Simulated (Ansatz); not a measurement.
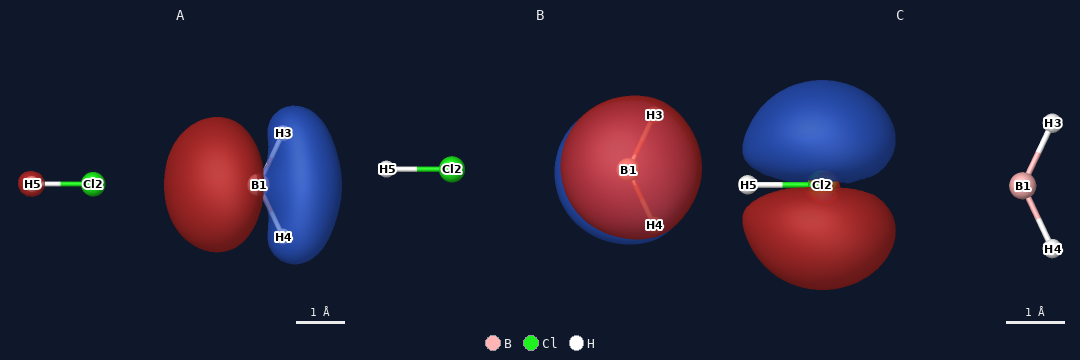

Figure 1: BH2···HCl (doublet). Three frontier orbitals at ±0.1 Å⁻³ᐟ² (red and blue are the two phases), in no order.

Method: UKS B3LYP-D4/def2-SVP (Ansatz).

```yaml
atoms:
  - { symbol: B, position_ang: [0.0000, 0.0000, -0.5050] }
  - { symbol: Cl, position_ang: [0.0000, 0.0000, 2.9740] }
  - { symbol: H, position_ang: [1.0872, 0.0000, -1.0178] }
  - { symbol: H, position_ang: [-1.0872, 0.0000, -1.0178] }
  - { symbol: H, position_ang: [0.0000, 0.0000, 4.2667] }
```

**Order the three orbitals by energy and name them. All are α orbitals.**

C is the HOMO−1 (α) (−8.48 eV). Its weight (Hirshfeld) is mainly on Cl2 (about 95 %); it is symmetric in the molecular plane (an in-plane orbital: σ, lone-pair or in-plane π type); largely a lone pair of Cl2. A is the HOMO (α) (−5.69 eV). Its weight (Hirshfeld) is mainly on B1 (about 80 %), H3 (about 10 %) and H4 (about 10 %); it is symmetric in the molecular plane (an in-plane orbital: σ, lone-pair or in-plane π type). B is the LUMO (α) (−2.32 eV). By Hirshfeld shares it lies mainly on B1 (about 85 %), H3 (about 10 %) and H4 (about 10 %); it changes sign across the molecular plane (π type).

**What is the gap between the highest occupied and lowest empty α orbitals?**

3.37 eV between the orbital energies.
